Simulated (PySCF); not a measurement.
C₄HF₃N₂O₂: NMR shielding calculation

The run: NMR shielding calculation of C₄HF₃N₂O₂, SMILES O=Cc1nnc(C(F)(F)F)o1. Method and program: GIAO PBE0/pcSseg-1 NMR shielding, non-relativistic, gas phase (PySCF 2.14.0).

The geometry comes from this level: GFN2-xTB. It belongs to a series of runs on one base structure; here: CH3 replaced by CHO. Figures and captions count atoms from 1; the log counts them from 0 in places.

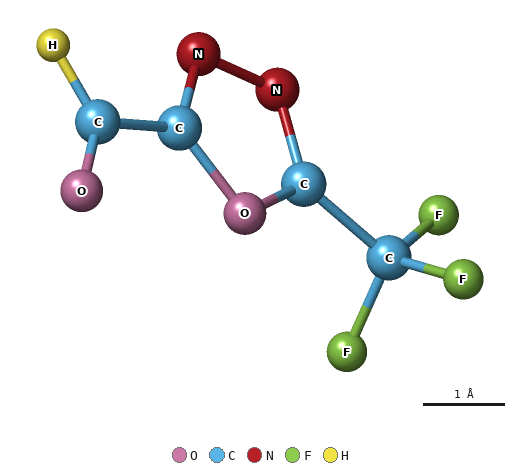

**Figure 1.** The structure (ball-and-stick view, seen at a tilt).

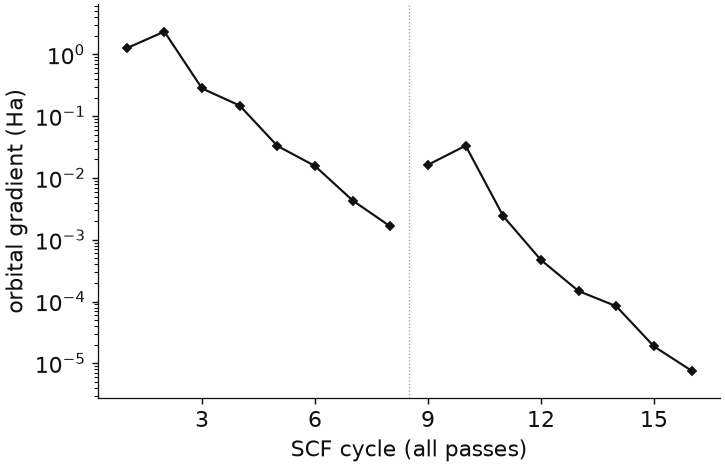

**Figure 2.** Convergence of the self-consistent field: orbital gradient against the SCF cycle. The dotted line marks the change from a coarse to the final integration grid. The first 8 cycles use a coarse grid, the final grid takes over at cycle 9, and the field converges after 16 cycles in all.

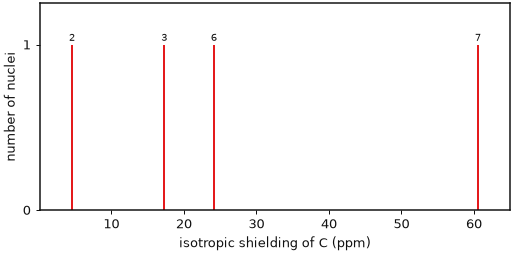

**Figure 3.** Isotropic shieldings of the carbon nuclei in this fixed geometry, labelled by atom number; shielding grows to the right, so chemical shift grows to the left. The least shielded is C2 (4.6 ppm), the most shielded C7 (60.5 ppm).

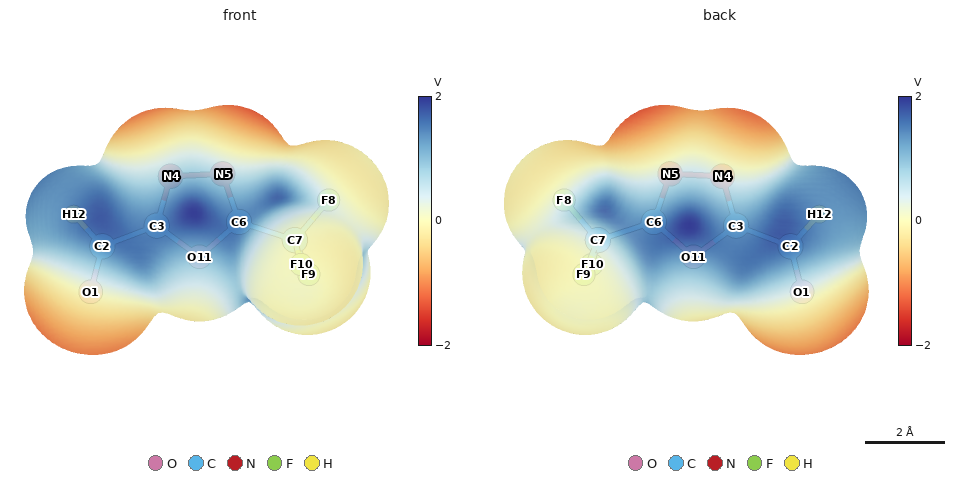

**Figure 4.** The molecular electrostatic potential painted on the density surface at 0.002 e/bohr³, seen face on and from behind; the colour scale runs from red (negative) to blue (positive). Its dipole moment is 0.67 D.

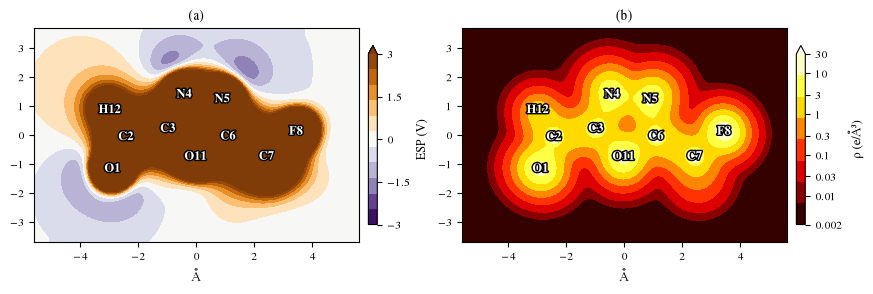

**Figure 5.** (a) molecular electrostatic potential; (b) total electron density on the plane of atoms O1, C2 and C3. The plane passes through O, C, N, F and H nuclei. C–O (1.19 Å): ρ at the midpoint is about 3.4 e/Å³. N–N (1.33 Å): ρ is about 2.6 e/Å³ halfway. C–C (1.48 Å): ρ is about 1.8 e/Å³ halfway.

The input and output of the run follow.

The input
```
{"job": {"kind": "nmr", "xc": "PBE0", "basis": "pcSseg-1"}, "charge": 0, "multiplicity": 1}
O      2.977559     1.451295    -0.196450
C      2.671751     0.298217    -0.130594
C      1.284061    -0.195157    -0.048137
N      0.921927    -1.445212     0.024262
N     -0.403391    -1.475633     0.082796
C     -0.805353    -0.241995     0.043326
C     -2.221649     0.253482     0.081656
F     -3.088988    -0.746891     0.163629
F     -2.514451     0.959279    -1.015168
F     -2.422632     1.056012     1.131662
O      0.209870     0.621177    -0.039713
H      3.392493    -0.535261    -0.123297
```

The first line tells a small driver script what to run in PySCF; the rest is the geometry in Å.

Launched with:
```bash
OMP_NUM_THREADS=1 python <driver script> task.json out
```

Log
```
coarse grid: 12520 points
cycle   1  E = -711.2595437780  dE =  2.613e+00  |g| = 1.263e+00  |ddm| = 3.647e+00
cycle   2  E = -710.5477377173  dE =  7.118e-01  |g| = 2.343e+00  |ddm| = 3.071e+00
cycle   3  E = -711.5416491569  dE = -9.939e-01  |g| = 2.816e-01  |ddm| = 2.453e+00
cycle   4  E = -711.5526516941  dE = -1.100e-02  |g| = 1.487e-01  |ddm| = 3.070e-01
cycle   5  E = -711.5562701098  dE = -3.618e-03  |g| = 3.310e-02  |ddm| = 1.209e-01
cycle   6  E = -711.5564428176  dE = -1.727e-04  |g| = 1.563e-02  |ddm| = 3.053e-02
cycle   7  E = -711.5564926086  dE = -4.979e-05  |g| = 4.323e-03  |ddm| = 1.278e-02
cycle   8  E = -711.5564957816  dE = -3.173e-06  |g| = 1.645e-03  |ddm| = 3.642e-03
final grid: 129416 points
cycle   9  E = -711.6578109074  dE = -1.914e-05  |g| = 1.635e-02  |ddm| = 2.778e-02
cycle  10  E = -711.6576508424  dE =  1.601e-04  |g| = 3.336e-02  |ddm| = 3.336e-02
cycle  11  E = -711.6578578399  dE = -2.070e-04  |g| = 2.405e-03  |ddm| = 2.509e-02
cycle  12  E = -711.6578590028  dE = -1.163e-06  |g| = 4.711e-04  |ddm| = 2.018e-03
cycle  13  E = -711.6578590393  dE = -3.644e-08  |g| = 1.478e-04  |ddm| = 4.428e-04
cycle  14  E = -711.6578590424  dE = -3.140e-09  |g| = 8.406e-05  |ddm| = 1.740e-04
cycle  15  E = -711.6578590438  dE = -1.332e-09  |g| = 1.883e-05  |ddm| = 6.251e-05
cycle  16  E = -711.6578590438  dE = -5.821e-11  |g| = 7.597e-06  |ddm| = 1.771e-05
converged SCF energy = -711.6578590438

GIAO shielding tensors (ppm)
atom      isotropic    diamagn.    paramagn.     s11        s22        s33       span
  0 O     -389.885     397.142    -787.026  -1118.736   -462.437    411.519   1530.254
  1 C        4.559     240.767    -236.208    -95.925     17.228     92.374    188.299
  2 C       17.276     260.635    -243.359    -73.560     45.974     79.413    152.973
  3 N     -121.903     328.470    -450.374   -438.554   -110.215    183.059    621.613
  4 N     -101.280     325.998    -427.278   -377.477   -107.987    181.622    559.099
  5 C       24.121     261.543    -237.422    -67.631     56.648     83.346    150.977
  6 C       60.529     236.969    -176.440     43.385     63.873     74.329     30.944
  7 F      259.172     467.029    -207.857    186.985    249.002    341.531    154.546
  8 F      243.391     471.489    -228.098    164.264    235.857    330.052    165.788
  9 F      243.353     471.503    -228.149    164.218    235.798    330.045    165.827
 10 O        8.191     401.075    -392.884   -126.168    -70.508    221.250    347.418
 11 H       21.410      24.621      -3.212     18.917     22.096     23.217      4.300
```

Results in brief

```csv
quantity,value
outcome,converged
total energy,−711.657859 hartree
HOMO,−8.82 eV
LUMO,−3.26 eV
dipole moment,0.67 D
"isotropic shielding, O",−389.9 to 8.2 ppm
"isotropic shielding, C",4.6 to 60.5 ppm
"isotropic shielding, N",−121.9 to −101.3 ppm
"isotropic shielding, F",243.4 to 259.2 ppm
"isotropic shielding, H",21.4 ppm
hardware,"1 CPU thread, shared host"
wall time,33 s
peak memory,0.82 GiB
```
